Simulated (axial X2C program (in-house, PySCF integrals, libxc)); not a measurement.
**A two-component session on RuC: properties at the nuclei**

Wanted for RuC: properties at the nuclei, at the two-component level.

Program: an in-house X2C program for linear molecules on PySCF integrals. Level of theory: two-component X2C with atomic mean-field terms, Ru dyall-acv3z, C dyall-av3z. These are calculated values, not measurements.

### Step 1. The job

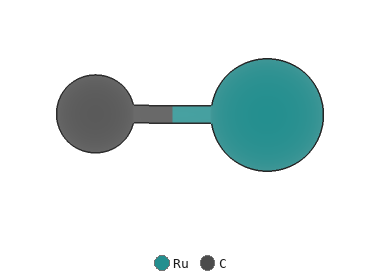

The two atoms at 1.810 Å (ruthenium teal, carbon dark grey).

task.json

```json
{"zs": [44, 6], "q": 0, "bas": ["dyall-acv3z", "dyall-av3z"], "r0": 1.81, "levels": ["PBE0", "HF", "B3LYP"], "nst": 1, "ff": 1, "thr": -3.5, "nmax": 130, "opt": {"ecut": 60}}
```

Keys: zs atomic numbers; q charge; bas basis sets; r0 starting distance in Å; levels methods (HF also brings MP2); nst determinants followed; ff finite-field run; thr threshold in hartree for freezing inner shells (an s shell follows its p shell); nmax most natural virtual spinors; ecut virtual cutoff in hartree.

Run with:

```console
> python soeom.py task.json out
```

Nuclei are Gaussian, cores are contracted, and the Gaunt term is on.

### Step 2. Expectation values, lowest determinant

R = 1.608 Å. State: Ω = 3 (excess of +ω over −ω: ω = 1/2, ω = 5/2).

Output of the PBE0 run:

```text
two-component X2C + atomic mean field  PBE0
basis functions 217  fitting functions 1032  grid points 5073
iter        total energy     max residual
   1      -4566.258109795     1.25e-05
   2      -4566.258109805     6.45e-06
   3      -4566.258109808     4.86e-06
   4      -4566.258109809     8.67e-06
converged
one-electron -6464.14914589  Coulomb 1952.93414528  exact exchange -34.33628967  xc functional -105.34675067  nuclear repulsion 86.87984060  atomic mean-field constant -2.23990946
```

The highest occupied spinor is 45% Ru s, 32% C p, 10% Ru p.

```tsv
level	Eeff magnitude (GV/cm)	Ws magnitude Ru (kHz)	A∥/gI Ru (MHz)	qzz Ru (a.u.)	A∥/gI C (MHz)	qzz C (a.u.)	μ (D)
PBE0	1.52	0.266	1250	1.03	11.2	-0.48	-2.09
HF	5.1	0.938	897	1.67	-1.32	-0.25	-1.19
B3LYP	1.65	0.281	1260	0.91	12.5	-0.48	-2.06
```

Eeff is the effective electric field on the electron dipole moment in this Ω state and Ws the scalar–pseudoscalar constant (defined with the proton number Z and per Ω); A∥ is the parallel hyperfine constant, which follows by multiplying with the nuclear g factor gI = μI/(I μN); qzz is the electric field gradient, eQq0 = 234.96 MHz × Q/barn × qzz; μ is positive if C is the positive end. The operators were transformed with the bare-nucleus X2C matrices.

### Step 3. Finite-field coupled cluster

Output:

```text
two-component X2C + atomic mean field  HF
basis functions 217  fitting functions 1032  grid points 5073
iter        total energy     max residual
   1      -4563.920228130     2.85e-01
   2      -4563.945476194     6.11e-03
   3      -4563.948007994     8.17e-03
   4      -4563.949303710     6.02e-03
   5      -4563.950726701     6.76e-03
   6      -4563.951673809     5.90e-03
   7      -4563.952135779     5.91e-03
   8      -4563.946859769     5.14e-03
   9      -4563.938950789     2.86e-03
  10      -4563.939155641     3.10e-03
  11      -4563.938723813     2.12e-03
  12      -4563.938362803     1.56e-03
  13      -4563.937393867     4.54e-03
  14      -4563.937591437     3.46e-03
  15      -4563.937638928     3.27e-03
  16      -4563.937884779     1.78e-03
  17      -4563.937773194     2.07e-03
  18      -4563.937796125     1.18e-03
  19      -4563.937819088     8.80e-04
  20      -4563.937911453     8.24e-04
  21      -4563.937689263     9.67e-04
  22      -4563.937927414     7.84e-04
  23      -4563.920228130     4.46e-01
  24      -4563.945483259     8.63e-03
  25      -4563.948263894     3.71e-02
  26      -4563.951450429     4.36e-02
  27      -4563.955918191     2.22e-02
  28      -4563.960635891     9.20e-03
  29      -4563.965565208     2.81e-02
  30      -4563.966331827     7.91e-03
  31      -4563.967098942     1.42e-02
  32      -4563.967430495     9.67e-03
  33      -4563.967537184     1.01e-03
  34      -4563.967584705     2.57e-03
  35      -4563.967618749     2.73e-03
  36      -4563.967648724     1.19e-03
  37      -4563.967668493     3.56e-04
  38      -4563.967676022     6.72e-04
  39      -4563.967677545     2.74e-04
  40      -4563.967677794     3.32e-05
  41      -4563.967677861     5.79e-05
  42      -4563.967677887     4.23e-05
  43      -4563.967677903     8.84e-06
  44      -4563.967677912     1.82e-05
  45      -4563.967677916     1.66e-05
  46      -4563.967677918     5.11e-06
  47      -4563.967677919     3.93e-06
  48      -4563.967677920     7.85e-06
  49      -4563.967677920     5.27e-06
  50      -4563.967677920     1.23e-06
converged
one-electron -6462.12436044  Coulomb 1951.05484656  exact exchange -137.53809519  xc functional 0.00000000  nuclear repulsion 86.87984060  atomic mean-field constant -2.23990946
correlated 20  virtual 342  natural virtual 130  E(MP2) -0.747290887  MP2 remainder -0.026693701
iter   CCSD correlation   residual
   1     -0.652408689   2.91e-01
   2     -0.687962374   1.61e-01
   3     -0.706284478   7.55e-02
   4     -0.714663517   4.22e-02
   5     -0.718338603   1.82e-02
   6     -0.718809837   5.58e-03
   7     -0.718949739   2.18e-03
   8     -0.719001464   1.00e-03
   9     -0.718962184   5.55e-04
  10     -0.718991358   3.30e-04
  11     -0.718986936   1.83e-04
  12     -0.718987585   1.06e-04
  13     -0.718986537   6.48e-05
  14     -0.718985225   3.44e-05
  15     -0.718985254   1.46e-05
  16     -0.718984998   7.34e-06
  17     -0.718984922   3.90e-06
  18     -0.718984896   2.27e-06
  19     -0.718984825   1.35e-06
  20     -0.718984818   7.06e-07
(T) -0.039980149  T1 0.1036  D1 0.2233  max T2 0.064
```

T1 in the output is the amplitude norm over the root of the electron number; divide by √2 for the Lee–Taylor value.

20 electrons correlated in 130 natural virtual spinors, MP2 remainder added; T1 = 0.073.

```tsv
level	Eeff magnitude (GV/cm)	Ws magnitude Ru (kHz)	A∥/gI Ru (MHz)	qzz Ru (a.u.)	A∥/gI C (MHz)	μ (D)
HF	5.1	0.938	897	1.67	-1.31	-1.19
MP2	3.39	0.638	1680	3.70	17.2	-3.83
CCSD	2.08	0.358	1230	1.58	7.52	-2.25
CCSD(T)	1.8	0.304	1250	1.49	8.42	-2.29
```

### Step 4. What came out

```
                       quantity                                           value
             lowest determinant  Ω = 3 (excess of +ω over −ω: ω = 1/2, ω = 5/2)
   Eeff magnitude (GV/cm), PBE0                                            1.52
    Ws magnitude Ru (kHz), PBE0                                           0.266
           A∥/gI Ru (MHz), PBE0                                            1250
            qzz Ru (a.u.), PBE0                                            1.03
Eeff magnitude (GV/cm), CCSD(T)                                             1.8
 Ws magnitude Ru (kHz), CCSD(T)                                           0.304
        A∥/gI Ru (MHz), CCSD(T)                                            1250
         qzz Ru (a.u.), CCSD(T)                                            1.49
```

What this shows: In the first state, the effective field runs from 1.52 to 5.1 GV/cm over the mean-field levels, so the levels don't agree on it. The expectation values come from single determinants, which for open shells can mix terms of unlike spin or miss the lowest Ω, so a determinant need not be a state. Eeff is the effective electric field on the electron dipole moment in this Ω state and Ws the scalar–pseudoscalar constant (defined with the proton number Z and per Ω); A∥ is the parallel hyperfine constant, which follows by multiplying with the nuclear g factor gI = μI/(I μN); qzz is the electric field gradient, eQq0 = 234.96 MHz × Q/barn × qzz; μ is positive if C is the positive end. The operators were transformed with the bare-nucleus X2C matrices. Correlation of the inner shells is missing, which matters for properties at the nucleus.
